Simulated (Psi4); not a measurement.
# CAM-B3LYP/def2-TZVPPD run of GeH2 (SMILES [GeH2])

What is the vertical ionisation energy of GeH2 at CAM-B3LYP/def2-TZVPPD? The job is set up through a Python script.

The results are computed with Psi4 1.11.

## Step 1: The structure to begin with

GeH2 has 3 atoms, charge 0, and is taken as a singlet. As SMILES, `[GeH2]`. The shape is that of a PBE0-D4/def2-TZVP optimisation.

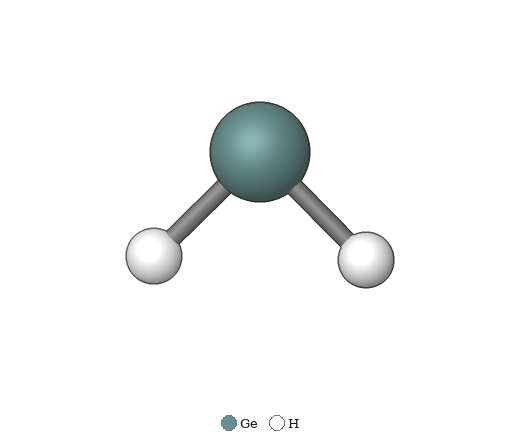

The structure, seen from a chosen angle (germanium teal, hydrogen white).

## Step 2: Energy and forces at CAM-B3LYP/def2-TZVPPD

Input file calc.py:

```python
import psi4

psi4.set_memory('2200 MB')
psi4.set_num_threads(1)
psi4.core.set_output_file('psi4.out', False)

molecule = psi4.geometry("""
Ge    -0.570100     0.405100    -0.263700
H      0.783000     0.743600     0.509000
H     -0.212900    -1.148700    -0.245300
units angstrom
symmetry c1
""")

psi4.set_options({
    'basis': 'def2-TZVPPD',
    'puream': True,
    'e_convergence': 1e-09,
    'd_convergence': 1e-08,
    'scf_type': 'pk',
    'dft_radial_points': 99,
    'dft_spherical_points': 590,
})

energy_value, wavefunction = psi4.gradient('cam-b3lyp', return_wfn=True)
psi4.oeprop(wavefunction, 'MULLIKEN_CHARGES', 'QUADRUPOLE', 'WIBERG_LOWDIN_INDICES')
print('gradient / Eh bohr^-1')
print(energy_value.np.round(6))
print(f'energy = {wavefunction.energy():.10f} Eh')
```

Started as:

```console
python calc.py
```

psi4.out:

```text
[...]
  Running in c1 symmetry.
[...]
  Nuclear repulsion =   21.473702028079785
[...]
  Multiplicity = 1
[...]
  Nalpha       = 17
  Nbeta        = 17
[...]
    Number of basis functions: 88
[...]
   @RKS iter   1: -2076.77942248706813   -2.13979e+00   3.44551e-02 ADIIS/DIIS
[...]
   @RKS iter  10: -2078.26368466712211   -6.36646e-12   3.63949e-09 DIIS
[...]
    Orbital Energies [Eh]
    ---------------------
    Doubly Occupied:
       1A   -398.816123     2A    -49.852488     3A    -44.377925
       4A    -44.373915     5A    -44.372965     6A     -6.294552
       7A     -4.476090     8A     -4.463718     9A     -4.460490
      10A     -1.296700    11A     -1.293289    12A     -1.290617
      13A     -1.282982    14A     -1.280296    15A     -0.593413
      16A     -0.374884    17A     -0.301543
[...]
  @RKS Final Energy: -2078.26368466712211
   => Energetics <=
    Nuclear Repulsion Energy =             21.4737020280797850
    One-Electron Energy =               -2938.1259120232316491
    Two-Electron Energy =                 900.6195946756321291
    DFT Exchange-Correlation Energy =     -62.2310693476027623
    Empirical Dispersion Energy =           0.0000000000000000
    VV10 Nonlocal Energy =                  0.0000000000000000
    Total Energy =                      -2078.2636846671225612
[...]
  -Total Gradient:
     Atom            X                  Y                   Z
    ------   -----------------  -----------------  -----------------
       1       -0.002827883869     0.001815573185     0.000000000001
       2        0.002078934535     0.000100077997     0.000000000000
       3        0.000748965922    -0.001915672481     0.000000000000
[...]
 Multipole Moments:
 ------------------------------------------------------------------------------------
     Multipole            Electronic (a.u.)      Nuclear  (a.u.)        Total (a.u.)
 ------------------------------------------------------------------------------------
 L = 1.  Multiply by 2.5417464519 to convert [e a0] to [Debye]
 Dipole X            :         -2.0161341            1.9501117           -0.0660223
 Dipole Y            :          1.3092446           -1.2664574            0.0427872
 Dipole Z            :          0.0000000           -0.0000000            0.0000000
 Magnitude           :                                                    0.0786746
 L = 2.  Multiply by 1.3450342976 to convert [e a0^2] to [Debye ang]
 Quadrupole XX       :        -25.0679980            8.7786336          -16.2893644
 Quadrupole XY       :          0.3177783            0.2615070            0.5792854
[...]
  Mulliken Charges: (a.u.)
   Center  Symbol    Alpha    Beta     Spin     Total
       1    GE    15.97761 15.97761  0.00000  0.04478
       2     H     0.51120  0.51120  0.00000 -0.02240
       3     H     0.51119  0.51119  0.00000 -0.02238
   Total alpha = 17.00000, Total beta = 17.00000, Total charge =  0.00000
  Wiberg Bond Indices using Orthogonal Lowdin Orbitals:
[...]
```

The script printed:

```text
gradient / Eh bohr^-1
[[-0.002828  0.001816  0.      ]
 [ 0.002079  0.0001    0.      ]
 [ 0.000749 -0.001916  0.      ]]
energy = -2078.2636846671 Eh
```

Wall time 24 s (1 thread of Intel Xeon Platinum 8259CL at 2.50GHz (Skylake/Cascade Lake), shared host); peak memory 0.81 GiB.

## Step 3: The doublet cation

Input file geh2.xyz:

```xyz
3
GeH2
Ge    -0.570100     0.405100    -0.263700
H      0.783000     0.743600     0.509000
H     -0.212900    -1.148700    -0.245300
```

Input file job.py:

```python
import psi4

psi4.set_memory('2200 MB')
psi4.set_num_threads(1)
psi4.set_output_file('output.dat', False)

with open('geh2.xyz') as f:
    atoms = ''.join(f.readlines()[2:])
molecule = psi4.geometry('1 2\n' + atoms + 'symmetry c1\nno_reorient\nno_com')

psi4.set_options({
    'basis': 'def2-TZVPPD',
    'reference': 'uks',
    'puream': True,
    'e_convergence': 1e-09,
    'd_convergence': 1e-08,
    'scf_type': 'pk',
    'dft_radial_points': 99,
    'dft_spherical_points': 590,
    'maxiter': 100,
})

e_tot = psi4.gradient("cam-b3lyp")
print('gradient / Eh bohr^-1')
print(e_tot.np.round(6))
```

Started as:

```console
python job.py
```

output.dat:

```text
[...]
  Running in c1 symmetry.
[...]
  Nuclear repulsion =   21.473702028079792
[...]
  Multiplicity = 2
[...]
  Nalpha       = 17
  Nbeta        = 16
[...]
    Number of basis functions: 88
[...]
   @UKS iter   1: -2076.66684990855219   -2.02722e+00   3.30072e-02 DIIS/ADIIS
[...]
   @UKS iter  11: -2077.91332916203191   -2.72848e-12   5.79756e-09 DIIS
[...]
   @S^2 Observed:                7.565719666E-01
[...]
    Orbital Energies [Eh]
    ---------------------
    Alpha Occupied:
       1A   -399.147742     2A    -50.181334     3A    -44.706856
       4A    -44.703981     5A    -44.701787     6A     -6.623884
       7A     -4.804480     8A     -4.794744     9A     -4.789028
      10A     -1.625083    11A     -1.622551    12A     -1.618147
      13A     -1.612723    14A     -1.609637    15A     -0.896763
      16A     -0.663698    17A     -0.620958
    Alpha Virtual:
      18A     -0.341110    19A     -0.186996    20A     -0.156135
      21A     -0.100595    22A     -0.081363    23A     -0.073980
      24A     -0.070686    25A     -0.033690    26A     -0.023934
[...]
  @UKS Final Energy: -2077.91332916203191
   => Energetics <=
    Nuclear Repulsion Energy =             21.4737020280797921
    One-Electron Energy =               -2927.2033097264375101
    Two-Electron Energy =                 889.8843083323462224
    DFT Exchange-Correlation Energy =     -62.0680297960205039
    Empirical Dispersion Energy =           0.0000000000000000
    VV10 Nonlocal Energy =                  0.0000000000000000
    Total Energy =                      -2077.9133291620319142
[...]
 Multipole Moments:
 ------------------------------------------------------------------------------------
     Multipole            Electronic (a.u.)      Nuclear  (a.u.)        Total (a.u.)
 ------------------------------------------------------------------------------------
 L = 1.  Multiply by 2.5417464519 to convert [e a0] to [Debye]
 Dipole X            :         32.4160031          -33.3973188           -0.9813157
 Dipole Y            :        -23.0340745           23.7313697            0.6972951
 Dipole Z            :         14.9940356          -15.4479442           -0.4539086
 Magnitude           :                                                    1.2865590
[...]
  -Total Gradient:
     Atom            X                  Y                   Z
    ------   -----------------  -----------------  -----------------
       1       -0.031591218892     0.022429989487    -0.014614565591
       2        0.010977601744    -0.020385019414     0.003656361497
       3        0.020613535706    -0.002044921573     0.010958165397
[...]
```

On the terminal:

```text
gradient / Eh bohr^-1
[[-0.031591  0.02243  -0.014615]
 [ 0.010978 -0.020385  0.003656]
 [ 0.020614 -0.002045  0.010958]]
```

Run time: 31 s. Hardware: 1 thread of Intel Xeon Platinum 8259CL at 2.50GHz (Skylake/Cascade Lake), shared host; peak memory 0.81 GiB.

## Step 4: Summary of results

At CAM-B3LYP/def2-TZVPPD:

| quantity | value |
| --- | --- |
| singlet GeH2: total energy | -2078.26368 Eh |
| singlet GeH2: dipole moment | 0.20 D |
| singlet GeH2: HOMO energy | -8.21 eV |
| singlet GeH2: LUMO energy | -1.99 eV |
| singlet GeH2: HOMO–LUMO gap | 6.21 eV |
| singlet GeH2: largest force on an atom | 0.173 eV/Å |
| doublet cation: total energy | -2077.91333 Eh |
| doublet cation: HOMO energy (highest over α and β) | -16.90 eV |
| doublet cation: LUMO energy (lowest over α and β) | -10.92 eV |
| doublet cation: ⟨S²⟩ | 0.757 |
| doublet cation: largest force on an atom | 2.129 eV/Å |
| vertical ionisation energy (to the doublet cation) | 9.534 eV |

Removing an electron at fixed nuclei costs 9.53 eV (220 kcal/mol). The negative HOMO energy of the first species, 8.21 eV, lies 1.33 eV below that difference.
